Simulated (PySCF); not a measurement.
C3H8NO (doublet)

| atom | x (Å) | y (Å) | z (Å) |
| --- | --- | --- | --- |
| C | 1.8571 | -0.2480 | 0.4003 |
| O | 0.7309 | -0.7716 | -0.2595 |
| C | -0.3092 | 0.1450 | -0.5016 |
| C | -1.6328 | -0.4839 | 0.0223 |
| N | -0.0362 | 1.4143 | -0.0393 |
| H | 2.3207 | 0.5471 | -0.1908 |
| H | 2.5442 | -1.0822 | 0.5263 |
| H | 1.5767 | 0.1743 | 1.3696 |
| H | -0.4276 | 0.1699 | -1.6153 |
| H | -1.7278 | -1.4895 | -0.3742 |
| H | -1.5890 | -0.5258 | 1.1072 |
| H | -2.4809 | 0.1204 | -0.2876 |
| H | -0.8305 | 2.0305 | -0.1752 |

Geometry: GFN2-xTB.

Computed with PySCF 2.14.0, density-fitted response routines, UKS B3LYP, pcH-1 on C H N O, non-relativistic, mean-field spin-orbit, GIAO.

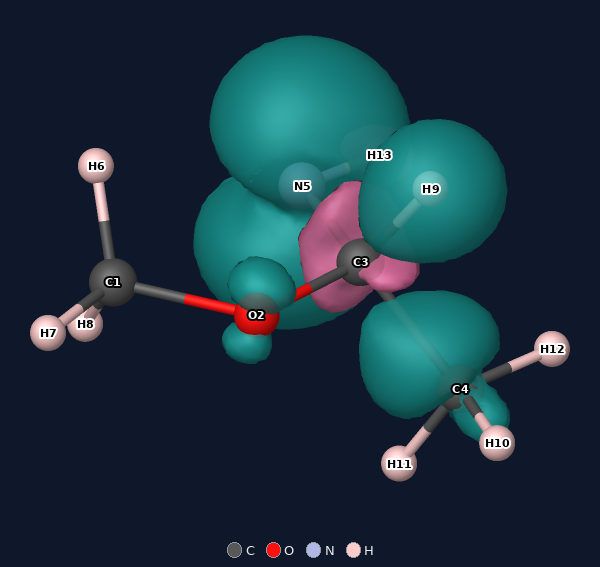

Figure 1. Isosurfaces of the spin density (α minus β) at +0.02 (teal) and −0.02 e/Å³ (pink), seen at a tilt.

Where is the unpaired spin?

Answer. The unpaired spin (1 electron) lies mostly on N5 (about 0.7) and H9 (about 0.1), in electrons by Hirshfeld's partition.

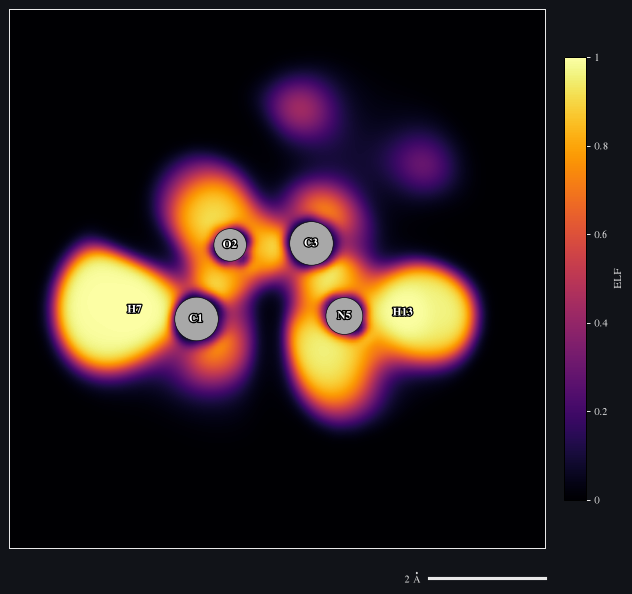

Figure 2. Electron localisation function on the plane of atoms O2, C1 and H7. Grey discs cover the atomic cores.

What do the fields say about this system?

Answer. The plane passes through C, O, N and H nuclei.
C–N (1.38 Å): the ELF peaks at about 0.95 between the atoms, as expected for localised, covalent bonding.
C–O (1.41 Å): the ELF peaks at about 0.90 between the atoms: a polar covalent bond.
N–H (1.01 Å): the ELF climbs to about 1 towards the hydrogen, as it does in any bond to H; an ordinary covalent bond to hydrogen.
C–H (1.09 Å): the ELF climbs to about 1 towards the hydrogen: an ordinary covalent bond to hydrogen.
The ELF also peaks beside N5 and O2, away from the bonds: non-bonding electrons, paired or unpaired.

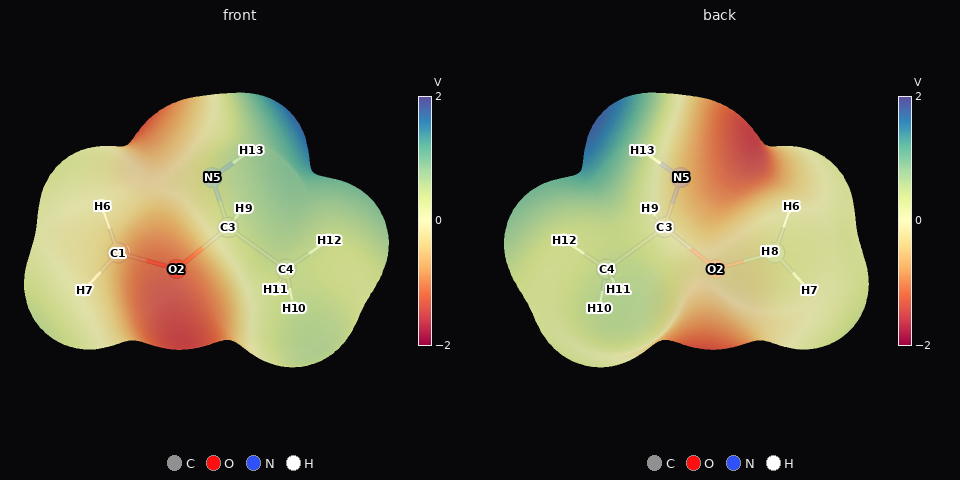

Figure 3. The molecular electrostatic potential painted on the density surface at 0.002 e/bohr³, seen from the front and from behind; the colour scale runs from red (negative) to blue (positive).

Which sites attract a positive test charge, and which a negative one?

Answer. A positive charge is drawn to the negative regions and a negative charge to the positive ones. The most negative region (about −1.6 V, or −37 kcal/mol for a unit charge) lies over O2 and N5, the most positive (about +1.7 V, or +39 kcal/mol for a unit charge) over H13.
